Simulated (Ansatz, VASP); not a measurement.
# AlIn: VASP beside Ansatz

Wanted: the spread between two codes on one cell, functional and k mesh. The cell is invented: As first built, before any earlier steps moved the atoms (in the runner's words): it takes the Al structure with some of its atoms replaced by other elements, volume scaled by an estimate. It may not be a known or stable phase. The cell is taken from a series of VASP runs on this material, whose earlier steps may have relaxed, scaled or displaced it; both programs get it as it stands. Valence electrons are named where the data sets of a main pair hold unlike numbers.

Main program and level: Ansatz 0.2.0; plane waves, with VASP 6.6.1 beside it; band structure at PBE with D3(BJ), single point at PBE with D3(BJ) and band structure at PBE with D3(BJ), spin-orbit coupling.

## Step 1: Set-up

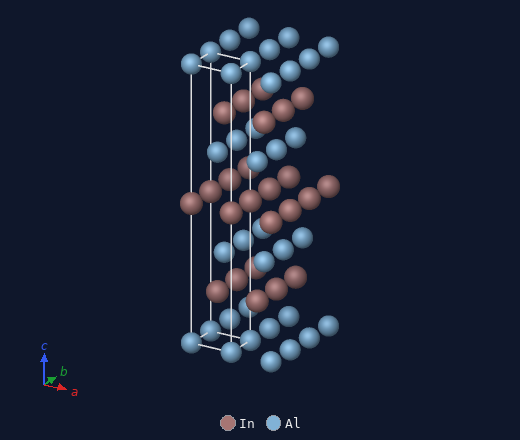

The cell as given, slightly off an axis (indium brown, aluminium light blue). 2×3×1 cells are drawn. This picture shows the conventional cell, with its axes. Some periodic images of atoms are drawn too.

## Step 2: VASP: band structure, PBE with D3(BJ)

With cell and atoms fixed, the geometry can't cause a difference; cores, projectors, grids and the points listed under the comparison can.

Lines of VASP's logs that name or quote its potential files are left out, and so is its time.

Input file INCAR:

```
SYSTEM = AlIn
PREC = Accurate
ENCUT = 400
EDIFF = 1E-06
NELM = 100
ISMEAR = 1
SIGMA = 0.2
LREAL = .FALSE.
ALGO = Normal
GGA = PE
IVDW = 12
NBANDS = 20
LORBIT = 11
LWAVE = .FALSE.
LCHARG = .FALSE.
```

Input file POSCAR:

```
AlIn
1.0
    1.5700117919      0.9064465109      4.9610481881
   -1.5700117919      0.9064465109      4.9610481881
    0.0000000000     -1.8128930218      4.9610481881
In Al
1 1
Direct
    0.5000000000      0.5000000000      0.5000000000
    0.0000000000      0.0000000000      0.0000000000
```

Input file KPOINTS:

```
Automatic mesh
0
Gamma
7 7 7
0 0 0
```

Input file KPOINTS_OPT:

```
Line mode
16
Line-mode
Reciprocal
  0.00000000   0.00000000   0.00000000 GAMMA
  0.50000000   0.00000000   0.00000000 L

  0.50000000   0.00000000   0.00000000 L
  0.50000000   0.18892262  -0.18892262 B1

  0.81107738   0.50000000   0.18892262 B
  0.50000000   0.50000000   0.50000000 Z

  0.50000000   0.50000000   0.50000000 Z
  0.00000000   0.00000000   0.00000000 GAMMA

  0.00000000   0.00000000   0.00000000 GAMMA
  0.34446131   0.00000000  -0.34446131 X

  0.65553869   0.34446131   0.00000000 Q
  0.50000000   0.50000000   0.00000000 F

  0.50000000   0.50000000   0.00000000 F
  0.65553869   0.65553869   0.18892262 P1

  0.65553869   0.65553869   0.18892262 P1
  0.50000000   0.50000000   0.50000000 Z

  0.50000000   0.00000000   0.00000000 L
  0.81107738   0.34446131   0.34446131 P
```

PAW data sets: In_d and Al (PBE family, release 64).

Run with:

```bash
$ mpirun -np 1 vasp_std
```

Numbers of over 12 decimals in the logs are rounded to 6 here.

Output:

```text
[banner, memory and clock lines left out]
running    1 mpi-ranks, on    1 nodes
 distrk:  each k-point on    1 cores,    1 groups
 distr:  one band on    1 cores,    1 groups

 POSCAR found type information on POSCAR InAl
 POSCAR found :  2 types and       2 ions
 LDA part: xc-table for (Slater+PW92), standard interpolation
 POSCAR, INCAR and KPOINTS ok, starting setup
 FFT: planning ... GRIDC
 FFT: planning ... GRID_SOFT
 FFT: planning ... GRID
 WAVECAR not read
 entering main loop
       N       E                     dE             d eps       ncg     rms          rms(c)
DAV:   1     0.968882660294E+02    0.96888E+02   -0.55560E+03  1836   0.754E+02
DAV:   2     0.200208265716E+00   -0.96688E+02   -0.89186E+02  1904   0.229E+02
DAV:   3    -0.587460666397E+01   -0.60748E+01   -0.60175E+01  2192   0.534E+01
DAV:   4    -0.601989707328E+01   -0.14529E+00   -0.14515E+00  2164   0.783E+00
DAV:   5    -0.602625889037E+01   -0.63618E-02   -0.63611E-02  2444   0.165E+00    0.365E+00
DAV:   6    -0.596170375344E+01    0.64555E-01   -0.72836E-02  2424   0.431E+00    0.195E+00
DAV:   7    -0.594737430809E+01    0.14329E-01   -0.21200E-02  2532   0.174E+00    0.345E-01
DAV:   8    -0.594597900808E+01    0.13953E-02   -0.16272E-03  2512   0.407E-01    0.168E-01
DAV:   9    -0.594572125516E+01    0.25775E-03   -0.21379E-04  1968   0.100E-01    0.343E-02
DAV:  10    -0.594572223505E+01   -0.97990E-06   -0.11817E-05  2412   0.205E-02    0.147E-02
DAV:  11    -0.594572245678E+01   -0.22172E-06   -0.78542E-07  1308   0.941E-03
   1 F= -.66177041E+01 E0= -.66165133E+01  d E =-.357250E-02
 Start KPOINTS_OPT (optional k-point list driver)
k-point batch [1-44\144]
       N       E                     dE             ncg
DAV:   1     0.258869205320E+04   -0.16455E+05     1840
DAV:   2    -0.158345949075E+04   -0.41722E+04     1892
DAV:   3    -0.186325242816E+04   -0.27979E+03     2208
DAV:   4    -0.187011256828E+04   -0.68601E+01     2204
DAV:   5    -0.187044874479E+04   -0.33618E+00     2496
DAV:   6    -0.187045585960E+04   -0.71148E-02     2300
DAV:   7    -0.187045592404E+04   -0.64444E-04     2496
DAV:   8    -0.187045592451E+04   -0.47363E-06     1820
[...]
k-point batch [133-144\144]
       N       E                     dE             ncg
DAV:   1     0.150395676612E+05   -0.62817E+04      496
DAV:   2     0.139639808552E+05   -0.10756E+04      488
DAV:   3     0.138950151738E+05   -0.68966E+02      556
DAV:   4     0.138933079916E+05   -0.17072E+01      576
DAV:   5     0.138932294974E+05   -0.78494E-01      656
DAV:   6     0.138932274523E+05   -0.20451E-02      656
DAV:   7     0.138932274357E+05   -0.16642E-04      652
DAV:   8     0.138932274356E+05   -0.15118E-06      492
```

OUTCAR, selected parts (step 2):

```text
ion  position               nearest neighbor table
   1  0.500  0.500  0.500-   2 3.07   2 3.07   2 3.07   2 3.07   2 3.07   2 3.07
   2  0.000  0.000  0.000-   1 3.07   1 3.07   1 3.07   1 3.07   1 3.07   1 3.07

  LATTYP: Found a trigonal (rhomboedric) cell.
 ALAT       =     5.2819107744
 COS(alpha) =     0.8232930206

 Subroutine GETGRP returns: Found 12 space group operations
 (whereof 12 operations were pure point group operations)

The static configuration has the point symmetry D_3d.

 Found     44 irreducible k-points:

   k-points           NKPTS =     44   k-points in BZ     NKDIM =     44   number of bands    NBANDS=     20

   dimension x,y,z NGX =    36 NGY =   36 NGZ =   36
   dimension x,y,z NGXF=    72 NGYF=   72 NGZF=   72

   ENCUT  =  400.0 eV  29.40 Ry    5.42 a.u.   8.61  8.61  8.61*2*pi/ulx,y,z

   NELECT =      16.0000    total number of electrons

 k-points in reciprocal lattice and weights: Automatic mesh
   0.00000000  0.00000000  0.00000000       0.003
   0.14285714 -0.00000000  0.00000000       0.017
   0.28571429 -0.00000000  0.00000000       0.017
   0.42857143 -0.00000000  0.00000000       0.017
   0.14285714  0.14285714  0.00000000       0.017
   0.28571429  0.14285714  0.00000000       0.035
   0.42857143  0.14285714 -0.00000000       0.035
  -0.42857143  0.14285714 -0.00000000       0.035
  -0.28571429  0.14285714 -0.00000000       0.035
[...]
0.42857143  0.42857143  0.42857143       0.006
  -0.42857143  0.42857143  0.42857143       0.017

 average (electrostatic) potential at core
       1 -93.4926       2 -73.0514

 E-fermi :   7.8571

 k-point     1 :       0.0000    0.0000    0.0000
  band No.  band energies     occupation
    ...
      4      -6.5586      2.00000
      5      -6.5586      2.00000
      6      -2.4648      2.00000
      7       4.0362      2.00000
      8       4.0893      2.00000
      9      16.6590      0.00000
     10      16.6590      0.00000
     11      18.7136      0.00000
     12      18.7136      0.00000
     13      19.3133      0.00000
    ...

 k-point     2 :       0.1429   -0.0000    0.0000
  band No.  band energies     occupation
    ...
      4      -6.6233      2.00000
      5      -6.5714      2.00000
      6      -2.0165      2.00000
      7       3.8989      2.00000
      8       5.1044      2.00000
      9      13.1794      0.00000
     10      15.4106      0.00000
     11      15.9978      0.00000
     12      17.1167      0.00000
     13      17.5338      0.00000
    ...

 k-point     3 :       0.2857   -0.0000    0.0000
  band No.  band energies     occupation
    ...
      4      -6.6027      2.00000
      5      -6.5768      2.00000
      6      -0.6497      2.00000
      7       4.6001      2.00000
      8       6.9613      2.00000
      9       8.8115     -0.00000
     10      11.9765      0.00000
     11      14.1810      0.00000
     12      15.3510      0.00000
     13      15.6556      0.00000
    ...

 Edisp (eV)   -0.67198

  Total       0.01653     0.01653    -0.00520    -0.00000     0.00000     0.00000
  in kB       0.62501     0.62501    -0.19651    -0.00000     0.00000     0.00000
  external pressure =        0.35 kB  Pullay stress =        0.00 kB

  energy-cutoff  :      400.00
  volume of cell :       42.36
      direct lattice vectors                 reciprocal lattice vectors
     1.570011792  0.906446511  4.961048188     0.318468946  0.183868176  0.067190102
    -1.570011792  0.906446511  4.961048188    -0.318468946  0.183868176  0.067190102
     0.000000000 -1.812893022  4.961048188     0.000000000 -0.367736352  0.067190102

 POSITION                                       TOTAL-FORCE (eV/Angst)
 -----------------------------------------------------------------------------------
      0.00000      0.00000      7.44157        -0.000000      0.000000      0.000000
      0.00000      0.00000      0.00000         0.000000     -0.000000     -0.000000
 -----------------------------------------------------------------------------------
    total drift:                                0.000000     -0.000000      0.000000

  FREE ENERGIE OF THE ION-ELECTRON SYSTEM (eV)
  ---------------------------------------------------
  free  energy   TOTEN  =        -6.6177041421 eV

  energy  without entropy=       -6.6141316406  energy(sigma->0) =       -6.61651331

 total charge
# of ion       s       p       d       tot
------------------------------------------
    1        0.955   0.630   9.868  11.453
    2        0.479   0.259   0.000   0.737
--------------------------------------------------
tot          1.434   0.888   9.868  12.191

[... 3 further parts left out ...]
```

The run ends at a pressure of 0.04 GPa.

## Step 3: Ansatz: band structure, PBE with D3(BJ)

Ansatz runs on its default PAW (the set named soft_2) files.

The same cell, functional, mesh and smearing now go to Ansatz, which takes its cutoff from its data sets.

Input file input.yaml:

```yaml
crystal:
  lattice:
    - [1.5700117919, 0.9064465109, 4.9610481881]
    - [-1.5700117919, 0.9064465109, 4.9610481881]
    - [0.0, -1.8128930218, 4.9610481881]
  atoms:
    - { symbol: In, position: [0.5, 0.5, 0.5] }
    - { symbol: Al, position: [0.0, 0.0, 0.0] }
hamiltonian:
  xc: pbe
  pseudopotentials: { kind: paw }
  dispersion: d3bj
kpoints:
  mp_grid: { grid: [7, 7, 7] }
  band_path:
    path:
      - [0.0, 0.0, 0.0]
      - [0.13333, 0.0, 0.0]
      - [0.3, 0.0, 0.0]
      - [0.46667, 0.0, 0.0]
      - [0.5, 0.03778, -0.03778]
      - [0.5, 0.10076, -0.10076]
      - [0.5, 0.16373, -0.16373]
      - [0.7696, 0.5, 0.2304]
      - [0.66591, 0.5, 0.33409]
      - [0.56222, 0.5, 0.43778]
      - [0.46667, 0.46667, 0.46667]
      - [0.3, 0.3, 0.3]
      - [0.13333, 0.13333, 0.13333]
      - [0.0, 0.0, 0.0]
      - [0.11482, 0.0, -0.11482]
      - [0.20668, 0.0, -0.20668]
      - [0.3215, 0.0, -0.3215]
      - [0.62443, 0.37557, 0.0]
      - [0.57258, 0.42742, 0.0]
      - [0.52074, 0.47926, 0.0]
      - [0.52074, 0.52074, 0.02519]
      - [0.57258, 0.57258, 0.08816]
      - [0.62443, 0.62443, 0.15114]
      - [0.64517, 0.64517, 0.20966]
      - [0.59332, 0.59332, 0.31335]
      - [0.54148, 0.54148, 0.41705]
      - [0.5, 0.0, 0.0]
      - [0.60369, 0.11482, 0.11482]
      - [0.70738, 0.22964, 0.22964]
      - [0.81108, 0.34446, 0.34446]
    npoints: 1
scf:
  occupations: { method: methfessel_paxton, width: 0.2 }
  n_extra_bands: 7
output:
  forces: true
  stress: true
  eigenvalues: true
```

Run with:

```bash
$ ansatz run input.yaml --threads 2 --pin off --max-ram 4608MiB --backend cpu --events-out ev --progress --plain --runs-dir out
```

Output:

```text
basis.fft_grid_basis auto: the FFT boxes are laid along the combinations [[1, 0, -1], [0, 1, -1], [0, 0, 1]] of the cell's own vectors, 3.140, 3.140 and 5.282 Å long. The dense box has 24×24×36 points. Along the cell's own vectors, as sized, it would have 36×36×36, 2.25 times as many. Of the 12 symmetry operations that the crystal satisfies within crystal.symmetry.tolerance (time reversal apart; of a slab, those that [...]
scf.n_extra_bands = 7 over 8 filled bands (N_el = 16.0): the run solves 15 bands
Engine: ansatz 0.2.0, aarch64-unknown-linux-gnu
Pseudopotentials: kind: paw
Pseudopotential: In, paw, valence charge 13, recommended cutoff 420 eV (normal), In.paw.azcp
Pseudopotential: Al, paw, valence charge 3, recommended cutoff 420 eV (normal), Al.paw.azcp
Functional definition: PBE
  parameter kappa = 0.804
  parameter beta = 0.066725
  exchange = pbe_x(kappa = kappa, mu = beta*pi^2/3)
  correlation = pbe_c(beta = beta)
Crystal: 2 atoms, lattice volume = 42.361 Å³
Basis set: ecut = 420 eV, 833 PW (Γ), FFT grids on a1−a3, a2−a3, a3, exchange–correlation on 48×48×72 points (8 copies of the dense FFT grid, shifted against one another)
Bands: 15, of which v1, the nominal top of the filled ones, is band 8 counted from 1 (7 counted from 0)
Symmetry: 12 space group operations
Space group: R-3m (ITA 166), of the structure as read, at distance tolerance 3.5e-5 Å
k-points: 44 of 343
Non-local potential: In, projectors of the file, l = 0: 2, l = 1: 2, l = 2: 2, l = 3: 2
Non-local potential: Al, projectors of the file, l = 0: 2, l = 1: 2, l = 2: 1
PAW form: soft (Blöchl's): semilocal exchange-correlation on the pseudo side does not see the compensation charge
PAW one-centre angular grid: In, 590 points (default); XC on 64 Gauss nodes
PAW one-centre angular grid: Al, 110 points (default); XC on 64 Gauss nodes
Initial density: superposition of atomic densities (neutral atoms: chi_scale 0, normalization atom), corrected by the library's trained network
Initial wavefunctions: pseudopotential atomic-orbital guess
Functional: x = pbe(κ = 0.804, μ = 0.219515), c = pbe(β = 0.066725)
SCF iter   1: F=—  HF=-6135.662112 eV  |F-HF|=—  |Δ(HF+E_count)|=         —  Δρ=1.54e-3  dr2=3.70e-3  ethr=1.77e-3  ⟨swp⟩=5.2  Hψ=3645  notcnv=0
preconditioner: auto → none  [metal: Δε(μ)=0.060 eV  Ē_g=17.198 eV  σ=0.200 eV  W_gap=0.25  n_scr=2 (ndim 8)  ℏωp=22.8 eV  f_vac=0.000  D(μ)=1.00/eV (n_scr^D=2)  sad-step TF]
SCF iter   2: F=—  HF=-6135.660886 eV  |F-HF|=—  |Δ(HF+E_count)|=   1.23e-3  S|Δr|=    0.00e0  Δρ=8.67e-4  dr2=1.13e-3  ethr=2.31e-5  ⟨swp⟩=2.2  Hψ=1269  notcnv=0
SCF iter   3: F=—  HF=-6135.660651 eV  |F-HF|=—  |Δ(HF+E_count)|=   2.36e-4  S|Δr|=    0.00e0  Δρ=5.92e-4  dr2=2.20e-4  ethr=7.09e-6  ⟨swp⟩=2.5  Hψ=830  notcnv=0
SCF iter   4: F=—  HF=-6135.660576 eV  |F-HF|=—  |Δ(HF+E_count)|=   7.49e-5  S|Δr|=    0.00e0  Δρ=1.30e-4  dr2=5.40e-6  ethr=1.38e-6  ⟨swp⟩=2.6  Hψ=887  notcnv=0
SCF iter   5: F=—  HF=-6135.660581 eV  |F-HF|=—  |Δ(HF+E_count)|=   5.35e-6  S|Δr|=    0.00e0  Δρ=1.48e-5  dr2=1.72e-7  ethr=3.38e-8  ⟨swp⟩=2.4  Hψ=894  notcnv=0
SCF iter   6: F=-6135.660581 eV  HF=-6135.660581 eV  |F-HF|=1.40e-8  |Δ(HF+E_count)|=   4.91e-8  S|Δr|=    0.00e0  Δρ=7.75e-6  dr2=1.51e-8  ethr=6.25e-10  ⟨swp⟩=8.0  Hψ=2921  notcnv=0
SCF 1 converged in 6 iterations: F = -6135.660581 eV  dr2 = 1.51e-8
  greatest PAW one-centre occupation: 0.981 electrons in one spin orbital (limit 2), on the In atom at site 0 (counted from 0), in its partial waves of l = 2
NSCF: frozen V_eff on 30 k-points
SCF converged after 6 iterations
Stability not checked: this state was not tested for a lower state beside it, because cold or Methfessel-Paxton smearing, or corrected tetrahedra, fill the levels in a way that the test cannot read (fill_not_monotonic; see scf.lower_state_search)
Free energy (F): -6135.660581 eV
Harris-Foulkes:  -6135.660581 eV  (|F-HF|=1.40e-8)
Internal energy: -6135.657005 eV  (E = F + TS)
E sigma→0 (E₀):  -6135.659687 eV
Entropy (-TS):   -0.003576 eV (-1.788 meV/atom)
Fermi energy:    9.515563 eV
--- Per-component energies (eV) ---
  E_band       = -17.871545
  E_kinetic    = 263.763903
  E_local      = -1345.791327  (includes V_loc(G=0)·N_el)
  E_nonlocal   = 376.942877
  E_hartree    = 559.817282
  E_xc         = -255.309746
  E_vxc        = -128.513224  (∫ρ·V_xc dr)
  E_paw        = -4620.186686  (= ΣΔE_a)
  E_vpaw       = -303.913118  (= ΣTr[D̂ρ^β])
  E_aug_tail   = 0.000024  (compensation charges beyond the density's cutoff)
  E_ewald      = -1114.221145
  E_disp       = -0.672187  (pairwise vdW)
  E_smearing   = -0.003576  (= −TS)
  E_closure    = 0.000000  (closes the sum)
  Σ components = -6135.660581   (vs F -6135.660581, Δ=0.00e0)
--- Forces (eV/Å), atoms counted from 1 ---
  atom   1  In     0.00000000     0.00000000    -0.00000000
  atom   2  Al    -0.00000000     0.00000000     0.00000000
  max |Σ_I F_I| component: 6.68e-29 eV/Å
--- Stress (GPa, compression-positive) ---
        0.100324       0.000000       0.000000
        0.000000       0.100324       0.000000
        0.000000       0.000000       0.029830
  P = ⅓ Tr σ = 0.0768 GPa (0.768 kbar)
--- Band table (eV; the first three rows and the last of 44) ---
  k-point 0: bands = [... 4 lower, -4.9018, -0.8041, 5.6963, 5.7483, 18.3204, 18.3204, 20.3161, 20.3161, ... 3 higher]
  k-point 1: bands = [... 4 lower, -4.9147, -0.3558, 5.5585, 6.7636, 14.8349, 17.0660, 17.6484, 18.7498, ... 3 higher]
  k-point 2: bands = [... 4 lower, -4.9192, 1.0107, 6.2595, 8.6201, 10.4698, 13.6325, 15.8385, 17.0027, ... 3 higher]
  k-point 43: bands = [... 4 lower, -4.9136, 0.8749, 1.7074, 13.2601, 14.1667, 14.7323, 16.6259, 18.1188, ... 3 higher]
```

The job ended after 1.6 s (2 threads of Arm Neoverse V1, shared host; peak memory 0.3 GiB).

Reading the cycles: dr2 is the Hartree energy of the density residual (eV), the measure of convergence; HF is the Harris–Foulkes estimate of the energy, which meets the free energy F at convergence.

## Step 4: Comparison

Known differences besides the potentials themselves: the cutoff is 420 eV in Ansatz and 400 eV in VASP; VASP leaves aspherical gradient terms in its spheres out (LASPH is not set), Ansatz keeps them. Total energies have different zeros and are not compared.

Compared:

| quantity | Ansatz | VASP | difference |
| --- | --- | --- | --- |
| pressure (GPa) | 0.08 | 0.04 | +0.04 |

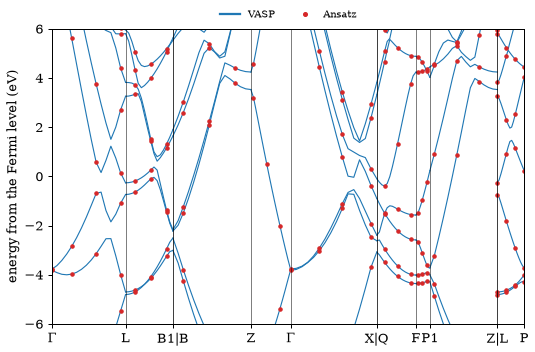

Bands from VASP (lines) and levels from Ansatz (dots). Dots without a line are higher empty bands that the VASP plot leaves out.

Levels from 3 eV below to 2 eV above the Fermi level differ by 1 meV r.m.s. and 2 meV at most; each VASP level is matched to the nearest of Ansatz, which flatters the figure a little. Ansatz's pressure holds a Pulay correction of 0.05 GPa; VASP's holds none.

[end of part 1 of 2]

[Lines on the potential files, build, host, timing and source positions are cut from VASP's logs without a mark.]

[Logs are printed without paths, hosts, clocks, repeated set-up lines and the standing remarks that a program may print on its own settings, such as how far it seeks lower states.]

[Hosts, paths, dates, database ids (printed as entryN), source tags and the programs' standing remarks are cut or masked in the printed files.]
